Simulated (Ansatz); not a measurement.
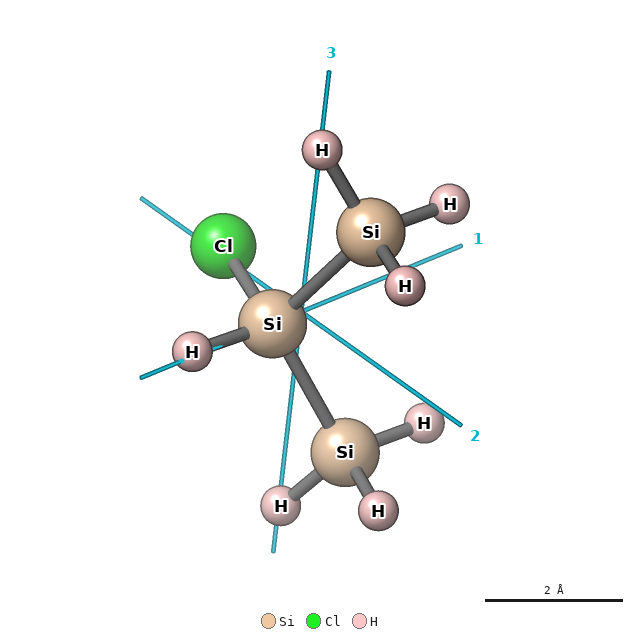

The three principal axes of inertia are drawn and numbered. Depth is shown by fading: the farther an atom, the more it takes the colour of the background. The computed structure is the end point of a PBE0-D4/def2-TZVP optimisation. Masses are those of the most abundant isotopes; constants are for the rigid equilibrium geometry.

Q: Which line is the a axis (least moment of inertia), which b and which c?

A: a is line 3, b is line 2, c is line 1; the moments are 232, 270, 457 u Å².

Q: What kind of rotor is it, and what are its rotational constants in MHz?

A: An asymmetric top (Cs): A = 2182, B = 1875, C = 1105 MHz. Ray's parameter κ is 0.43, nearer the oblate limit.
